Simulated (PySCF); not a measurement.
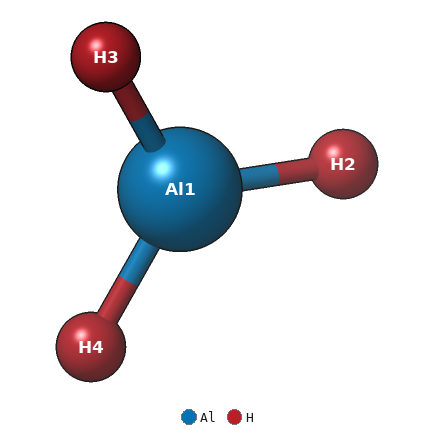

The computed structure is the end point of a GFN2-xTB optimisation. No frequency run is at hand to confirm it as a minimum. Level of theory: delta-SCF UKS SCAN, pcX-2 on the ionised atom, pcseg-1 elsewhere, spin-free X2C (PySCF 2.14.0).

Give the core-electron binding energies (to vacuum; p and d levels without spin–orbit splitting) of Al1 1s, Al1 2p.

```json
{"atom": "Al1", "level": "1s", "binding energy (eV)": "1567.4"}
{"atom": "Al1", "level": "2p", "binding energy (eV)": "81.1"}
```

The geometry is semi-empirical. Around Al such bond lengths and angles can be off by a tenth of an ångström or more and by several degrees, and values that hang on the shape move with them.
